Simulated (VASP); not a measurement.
# CdIr with PBE: from relaxation to properties

Aim: relax CdIr, then compute properties on the relaxed cell. The steps: relaxing cell and atoms (PBE), second relaxation, density, ELF and potential (PBE), bands along the symmetry lines (PBE), density of states (PBE), bands along the symmetry lines (PBE + SOC) and zone-centre phonons (PBE). The cell is generated by rule, not measured, and may not be a known phase.

Calculated with VASP 6.6.1; PBE; plane waves and PAW (Cd, Ir), in the first sound run; inputs show where later runs differ.

## (1) Set-up

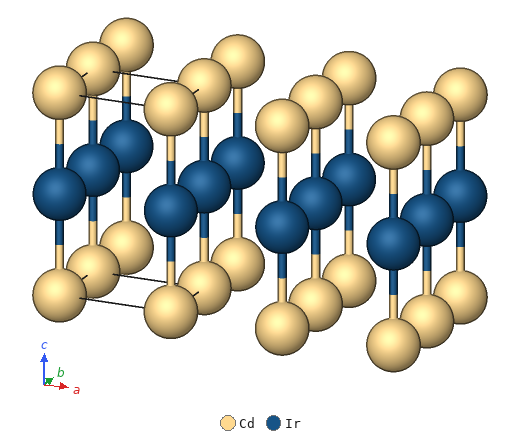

The starting structure, seen slightly off an axis (cadmium orange, iridium blue). 3×2×1 cells are drawn. Some periodic images of atoms are drawn too.

Structure file:

```cif
data_structure
_symmetry_space_group_name_H-M 'P6/mmm'
_symmetry_Int_Tables_number 191
_cell_length_a 3.2854
_cell_length_b 3.2854
_cell_length_c 4.4478
_cell_angle_alpha 90.000
_cell_angle_beta 90.000
_cell_angle_gamma 120.000
_cell_volume 41.58
loop_
_atom_site_label
_atom_site_type_symbol
_atom_site_symmetry_multiplicity
_atom_site_Wyckoff_symbol
_atom_site_fract_x
_atom_site_fract_y
_atom_site_fract_z
_atom_site_occupancy
Cd1 Cd 1 a 0.00000 0.00000 0.00000 1
Ir1 Ir 1 b 0.00000 0.00000 0.50000 1
```

## (2) Relaxing cell and atoms (PBE)

Properties are meant for the cell that this level of theory prefers, so cell and atoms are relaxed first (ISIF = 3) until forces and stress are small; EDIFFG sets the threshold. PBE, the usual starting point, adds the gradient of the density.

File INCAR:

```
SYSTEM = CdIr
PREC = Accurate
ENCUT = 400
EDIFF = 1E-06
NELM = 100
ISMEAR = 0
SIGMA = 0.05
LREAL = .FALSE.
ALGO = Normal
GGA = PE
LORBIT = 11
LWAVE = .FALSE.
LCHARG = .FALSE.
IBRION = 2
NSW = 60
ISIF = 3
EDIFFG = -0.01
```

File POSCAR:

```
CdIr
1.0
    3.2853797500      0.0000000000      0.0000000000
   -1.6426898800      2.8452223300      0.0000000000
    0.0000000000      0.0000000000      4.4478366900
Cd Ir
1 1
Direct
    0.0000000000      0.0000000000      0.0000000000
    0.0000000000      0.0000000000      0.5000000000
```

File KPOINTS:

```
Automatic mesh
0
Gamma
8 8 5
0 0 0
```

PAW data sets: Cd and Ir (PBE family, release 64).

The run is started by

```
mpirun -np 1 vasp_std
```

Output:

```text
[banner, memory and clock lines left out]
running    1 mpi-ranks, on    1 nodes
 distrk:  each k-point on    1 cores,    1 groups
 distr:  one band on    1 cores,    1 groups

 POSCAR found type information on POSCAR CdIr
 POSCAR found :  2 types and       2 ions
 LDA part: xc-table for (Slater+PW92), standard interpolation
 POSCAR, INCAR and KPOINTS ok, starting setup
 FFT: planning ... GRIDC
 FFT: planning ... GRID_SOFT
 FFT: planning ... GRID
 WAVECAR not read
 entering main loop
       N       E                     dE             d eps       ncg     rms          rms(c)
DAV:   1     0.139851857645E+03    0.13985E+03   -0.93068E+03   856   0.117E+03
DAV:   2     0.150674837985E-01   -0.13984E+03   -0.13396E+03   870   0.345E+02
DAV:   3    -0.492676616224E+01   -0.49418E+01   -0.47633E+01  1032   0.689E+01
DAV:   4    -0.496098567572E+01   -0.34220E-01   -0.34208E-01   894   0.566E+00
DAV:   5    -0.496146154040E+01   -0.47586E-03   -0.47585E-03  1068   0.662E-01    0.161E+01
DAV:   6    -0.470407068590E+01    0.25739E+00   -0.30343E-01   956   0.844E+00    0.102E+01
DAV:   7    -0.462411492048E+01    0.79956E-01   -0.23678E-01   912   0.549E+00    0.898E-01
DAV:   8    -0.462231051351E+01    0.18044E-02   -0.33977E-02   882   0.309E+00    0.418E-01
DAV:   9    -0.462220059128E+01    0.10992E-03   -0.82853E-04  1014   0.397E-01    0.126E-01
DAV:  10    -0.462222005214E+01   -0.19461E-04   -0.78150E-05  1016   0.861E-02    0.339E-02
DAV:  11    -0.462222631529E+01   -0.62632E-05   -0.21578E-05   956   0.565E-02    0.201E-02
DAV:  12    -0.462222553745E+01    0.77784E-06   -0.63760E-07   504   0.802E-03
   1 F= -.46222255E+01 E0= -.46213342E+01  d E =-.462223E+01
 curvature:   0.00 expect dE= 0.000E+00 dE for cont linesearch  0.000E+00
 trial: gam= 0.00000 g(F)=  0.265E-63 g(S)=  0.295E+02 ort = 0.000E+00 (trialstep = 0.100E+01)
 search vector abs. value=  0.295E+02
 bond charge predicted
       N       E                     dE             d eps       ncg     rms          rms(c)
DAV:   1    -0.131211012554E+03   -0.12659E+03   -0.40737E+03   840   0.697E+02    0.225E+02
DAV:   2    -0.496591263767E+02    0.81552E+02   -0.17878E+02  1056   0.183E+02    0.851E+01
DAV:   3    -0.234307315142E+02    0.26228E+02   -0.77340E+00   916   0.262E+01    0.651E+01
DAV:   4    -0.360375291622E+01    0.19827E+02   -0.93514E+01  1026   0.423E+01    0.159E+01
DAV:   5    -0.231947458791E+01    0.12843E+01   -0.95457E+00   912   0.206E+01    0.172E+01
DAV:   6    -0.200987204958E+01    0.30960E+00   -0.59492E-01   882   0.505E+00    0.687E+00
DAV:   7    -0.200943139944E+01    0.44065E-03   -0.12281E-01   912   0.326E+00    0.801E-01
DAV:   8    -0.201477133016E+01   -0.53399E-02   -0.16777E-02   950   0.747E-01    0.644E-01
DAV:   9    -0.201690411700E+01   -0.21328E-02   -0.32543E-03   858   0.420E-01    0.238E-01
DAV:  10    -0.201659120592E+01    0.31291E-03   -0.30329E-03   914   0.310E-01    0.983E-02
DAV:  11    -0.201661690765E+01   -0.25702E-04   -0.90323E-05   852   0.678E-02    0.398E-02
DAV:  12    -0.201662297050E+01   -0.60629E-05   -0.97195E-06   852   0.216E-02    0.797E-03
DAV:  13    -0.201662417968E+01   -0.12092E-05   -0.23700E-06   810   0.889E-03    0.283E-03
DAV:  14    -0.201662422898E+01   -0.49291E-07   -0.69173E-08   420   0.194E-03
   2 F= -.20166242E+01 E0= -.20138051E+01  d E =0.260560E+01
[... from here on, the cycles between the ionic steps are left out ...]
   3 F= -.70986097E+01 E0= -.70951723E+01  d E =-.247638E+01
   4 F= -.72422144E+01 E0= -.72369139E+01  d E =-.261999E+01
   5 F= -.73904156E+01 E0= -.73882433E+01  d E =-.276819E+01
   6 F= -.74031115E+01 E0= -.74005672E+01  d E =-.278089E+01
   7 F= -.74009447E+01 E0= -.73986163E+01  d E =-.277872E+01
   8 F= -.84311792E+01 E0= -.84283855E+01  d E =-.103023E+01
   9 F= -.84554006E+01 E0= -.84516993E+01  d E =-.105446E+01
  10 F= -.84548211E+01 E0= -.84512391E+01  d E =-.105388E+01
  11 F= -.84578966E+01 E0= -.84549067E+01  d E =-.307551E-02
  12 F= -.84595229E+01 E0= -.84563142E+01  d E =-.470181E-02
 curvature:  -0.27 expect dE=-0.847E-03 dE for cont linesearch -0.694E-06
 trial: gam= 0.16146 g(F)=  0.210E-63 g(S)=  0.315E-02 ort = 0.217E-03 (trialstep = 0.776E+00)
 search vector abs. value=  0.369E-02
 bond charge predicted
       N       E                     dE             d eps       ncg     rms          rms(c)
DAV:   1    -0.847617645869E+01   -0.16653E-01   -0.48390E-01   870   0.674E+00    0.692E-01
DAV:   2    -0.846915250296E+01    0.70240E-02   -0.31367E-02   940   0.191E+00    0.634E-01
DAV:   3    -0.846270364623E+01    0.64489E-02   -0.21227E-02  1016   0.135E+00    0.236E-01
DAV:   4    -0.846086766640E+01    0.18360E-02   -0.26810E-03   840   0.463E-01    0.703E-02
DAV:   5    -0.846081195947E+01    0.55707E-04   -0.19285E-04   936   0.139E-01    0.365E-02
DAV:   6    -0.846080571259E+01    0.62469E-05   -0.14297E-05   940   0.436E-02    0.108E-02
DAV:   7    -0.846080545902E+01    0.25357E-06   -0.12743E-06   508   0.136E-02
  13 F= -.84608055E+01 E0= -.84580285E+01  d E =-.128255E-02
 trial-energy change:   -0.001283  1 .order   -0.001195   -0.002473    0.000083
 step:   0.7554(harm=  0.7512)  dis= 0.00000  next Energy=    -8.460807 (dE=-0.128E-02)
 reached required accuracy - stopping structural energy minimisation
```

Wall time 2.5 min (1 MPI rank of AMD EPYC 7R43, shared host); peak memory 0.13 GiB.

The logs omit lines about the potential files and the build; timing stands in the text.

Parts of OUTCAR (step 2):

```text
ion  position               nearest neighbor table
   1  0.000  0.000  0.000-   2 2.22   2 2.22
   2  0.000  0.000  0.500-   1 2.22   1 2.22

  LATTYP: Found a hexagonal cell.
 ALAT       =     3.2853797500
 C/A-ratio  =     1.3538272676

 Subroutine GETGRP returns: Found 24 space group operations
 (whereof 24 operations were pure point group operations)

The static configuration has the point symmetry D_6h.

 Found     30 irreducible k-points:

   k-points           NKPTS =     30   k-points in BZ     NKDIM =     30   number of bands    NBANDS=     14

   dimension x,y,z NGX =    24 NGY =   24 NGZ =   30
   dimension x,y,z NGXF=    48 NGYF=   48 NGZF=   60

   ENCUT  =  400.0 eV  29.40 Ry    5.42 a.u.   5.36  5.36  7.25*2*pi/ulx,y,z

   NELECT =      21.0000    total number of electrons

 k-points in reciprocal lattice and weights: Automatic mesh
   0.00000000  0.00000000  0.00000000       0.003
   0.12500000  0.00000000  0.00000000       0.019
   0.25000000  0.00000000  0.00000000       0.019
   0.37500000  0.00000000  0.00000000       0.019
   0.50000000  0.00000000  0.00000000       0.009
   0.12500000  0.12500000  0.00000000       0.019
   0.25000000  0.12500000  0.00000000       0.038
   0.37500000  0.12500000  0.00000000       0.038
   0.25000000  0.25000000  0.00000000       0.019
[...]
0.25000000  0.25000000  0.40000000       0.038
   0.37500000  0.25000000  0.40000000       0.038

 average (electrostatic) potential at core
       1 -37.3777       2 -52.9979

 E-fermi :   4.8871

 k-point     1 :       0.0000    0.0000    0.0000
  band No.  band energies     occupation
    ...
      6      -3.3485      2.00000
      7      -0.9433      2.00000
      8       2.7655      2.00000
      9       2.8401      2.00000
     10       2.8401      2.00000
     11       5.3552      0.00000
     12       5.3552      0.00000
     13       5.8213      0.00000
     14      16.8772      0.00000

 k-point     2 :       0.1250    0.0000    0.0000
  band No.  band energies     occupation
    ...
      6      -3.3871      2.00000
      7      -0.4396      2.00000
      8       2.5299      2.00000
      9       2.7761      2.00000
     10       3.2968      2.00000
     11       5.2374      0.00000
     12       5.5414      0.00000
     13       5.9158      0.00000
     14      17.7797      0.00000

 k-point     3 :       0.2500    0.0000    0.0000
  band No.  band energies     occupation
    ...
      6      -2.1229      2.00000
      7       0.4777      2.00000
      8       2.4037      2.00000
      9       2.5532      2.00000
     10       4.5397      2.00000
     11       4.9650      0.02758
     12       6.1884      0.00000
     13       6.5596      0.00000
     14      14.6807      0.00000

  Total        0.0064046      0.0064046     -0.0069636     -0.0000000      0.0000000      0.0000000
  in kB        0.2804518      0.2804518     -0.3049294     -0.0000000      0.0000000      0.0000000
  external PRESSURE =       0.0853247 kB  Pullay stress =       0.0000000 kB

  energy-cutoff  :      400.00
  volume of cell :       36.59
      direct lattice vectors                 reciprocal lattice vectors
     2.762269331  0.000000001 -0.000000000     0.362021179  0.209013025  0.000000000
    -1.381134669  2.392195415  0.000000000    -0.000000000  0.418026050  0.000000000
    -0.000000000 -0.000000000  5.537077533     0.000000000 -0.000000000  0.180600686

 POSITION                                       TOTAL-FORCE (eV/Angst)
 -----------------------------------------------------------------------------------
     -1.38113      2.39220      0.00000        -0.000000     -0.000000      0.000000
      2.76227      0.00000      2.76854         0.000000      0.000000      0.000000
 -----------------------------------------------------------------------------------
    total drift:                               -0.000000      0.000000     -0.000000

  FREE ENERGIE OF THE ION-ELECTRON SYSTEM (eV)
  ---------------------------------------------------
  free  energy   TOTEN  =        -8.4608054590 eV

  energy  without entropy=       -8.4552515679  energy(sigma->0) =       -8.45802851

 reached required accuracy - stopping structural energy minimisation

 total charge
# of ion       s       p       d       tot
------------------------------------------
    1        0.565   0.384   9.488  10.437
    2        0.639   0.469   6.912   8.020
--------------------------------------------------
tot          1.204   0.853  16.400  18.457

[... 3 further parts left out ...]
```

CONTCAR:

```
CdIr
   1.00000000000000
     2.7622693307692776    0.0000000008398318   -0.0000000000000000
    -1.3811346688612047    2.3921954151016740    0.0000000000000000
    -0.0000000000000000   -0.0000000000000000    5.5370775333612494
  Cd              Ir
     1     1
Direct
     0.0000000000000000    1.0000000000000000    0.0000000000000000
     1.0000000000000000    0.0000000000000000    0.5000000000000000
```

This run has no spin polarisation. Its electron count is odd, so without a moment it is a metal by construction. The k-mesh is coarse for a metal. After so large a change of volume the plane waves of the start cell no longer fit, so the final stress carries a basis-set error. The run keeps the 24 symmetry operations of its start, so it cannot find a distortion of lower symmetry.

Relaxation path:

```csv
step,energy less that of the first step (eV),largest force (eV/Å),pressure (GPa),volume (Å³)
1,0.0000,0.0000,29.02,41.58
2,2.6056,0.0000,-63.30,56.24
3,-2.4764,0.0000,-23.18,50.65
4,-2.6200,0.0000,-21.51,49.65
5,-2.7682,0.0000,-15.83,46.76
6,-2.7809,0.0000,-17.27,47.26
7,-2.7787,0.0000,-16.73,47.06
8,-3.8090,0.0000,6.83,35.13
9,-3.8332,0.0000,0.97,36.28
10,-3.8326,0.0000,1.90,36.07
11,-3.8357,0.0000,-1.79,37.02
12,-3.8373,0.0000,-0.45,36.66
13,-3.8386,0.0000,0.01,36.59
```

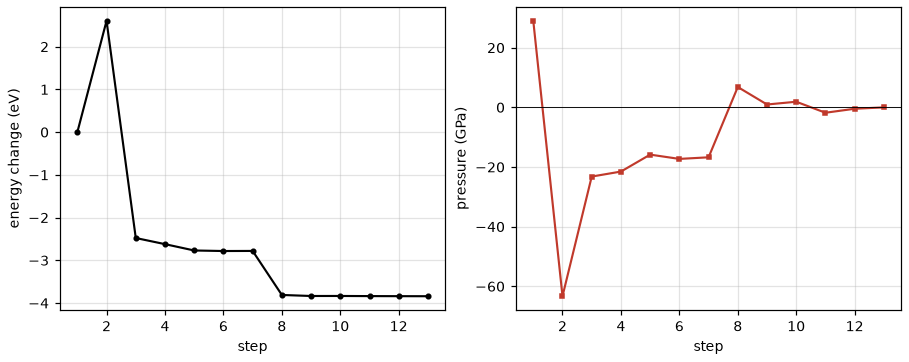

Energy and pressure along the relaxation.

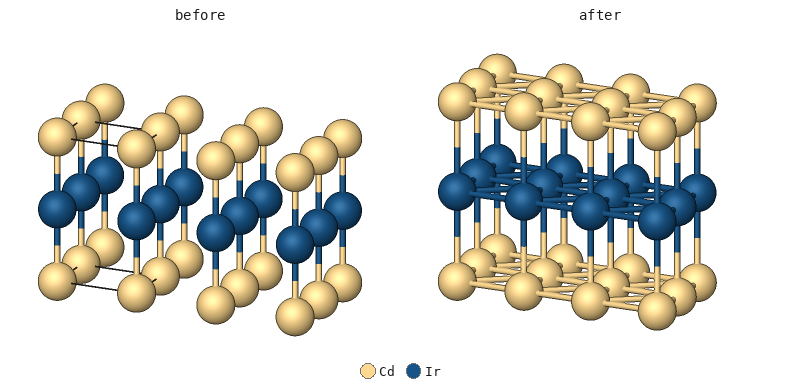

Before and after, at one scale.

```csv
cell as run,before,after,change
a (Å),3.285,2.762,-15.9 %
b (Å),3.285,2.762,-15.9 %
c (Å),4.448,5.537,+24.5 %
volume (Å³/atom),20.79,18.29,-12.0 %
```

Final coordinates:

```
Cd Ir
1.0
     2.76227    0.00000    0.00000
    -1.38113    2.39220    0.00000
     0.00000    0.00000    5.53708
Cd Ir
1 1
Direct
  0.00000 0.00000 0.00000
  0.00000 0.00000 0.50000
```

Numbers from this step:

* electrons: 21
* bands: 14
* irreducible k-points: 30
* symmetry operations: 24
* free energy (TOTEN): -8.461 eV
* energy at zero smearing: -8.458 eV
* Fermi energy: 4.887 eV
* pressure: 0.008532 GPa
* metallic: yes
* SCF cycles over all ionic steps: 119

It ends with forces that vanish by symmetry and a pressure of 0.01 GPa.

[end of part 1 of 4]

[Lines on the potential files, build, host, timing and source positions are cut from VASP's logs without a mark.]

[Logs are printed without paths, hosts, clocks, repeated set-up lines and the standing remarks that a program may print on its own settings, such as how far it seeks lower states.]

[Hosts, paths, dates, database ids (printed as entryN), source tags and the programs' standing remarks are cut or masked in the printed files.]

[A measured line is paired with the nearest computed mode of its activity, which favours agreement.]

[In band tables of VASP the shares of atoms and orbitals are scaled to a sum of 1 inside the atoms' spheres.]
